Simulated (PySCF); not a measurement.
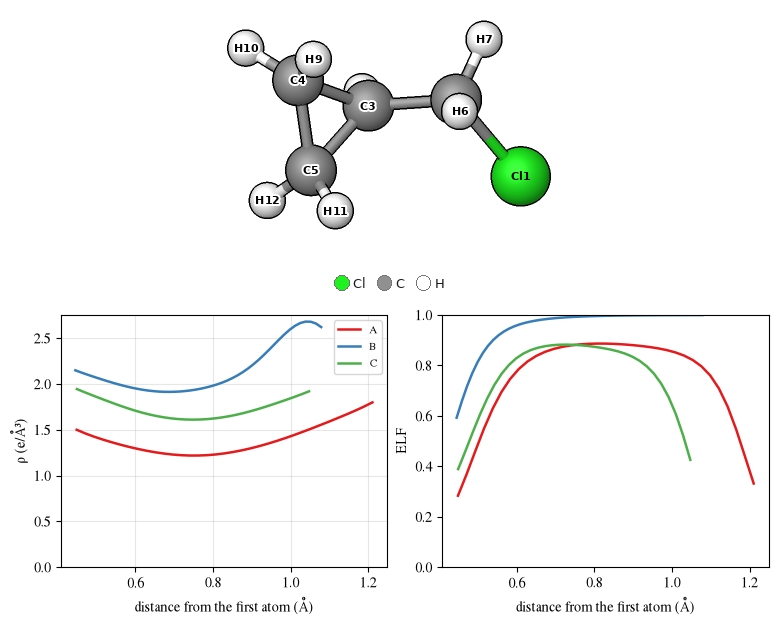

The picture shows: C$_{4}$H$_{7}$Cl. Electron density and ELF along straight lines between neighbouring atoms. The curves leave out the atomic cores. The structure is drawn too.

Geometry: GFN2-xTB, NEB image 0 of 0 to 8.

These are results of PBE0/pcSseg-1, SCF density, gas phase, non-relativistic (PySCF 2.14.0), not measurements.

```xyz
12

Cl    2.2408   -1.5452    0.3607
C     1.4158    0.0401    0.2077
C     0.1106   -0.1150   -0.5141
C    -1.0098    0.8369   -0.2060
C    -1.0978   -0.5896    0.2366
H     1.2692    0.4132    1.2210
H     2.1034    0.6917   -0.3327
H     0.2178   -0.4429   -1.5405
H    -0.8394    1.5953    0.5429
H    -1.6355    1.1655   -1.0212
H    -0.9847   -0.8050    1.2879
H    -1.7892   -1.2458   -0.2683
```

> Which curve belongs to which contact (C–C, C–Cl and C–H)? The first atom named is at distance zero.

Curve A: C–Cl (1.79 Å): the density is about 1.3 e/Å³ at the midpoint; the ELF peaks at about 0.90 between the atoms, as expected for localised, covalent bonding. Curve B: C–H (1.08 Å): ρ at the midpoint is about 2 e/Å³; the ELF climbs to about 1 towards the hydrogen, as it does in any bond to H; an ordinary covalent bond to hydrogen. Curve C: C–C (1.50 Å): ρ is about 1.6 e/Å³ halfway; the ELF peaks at about 0.90 between the atoms; a covalent bond.
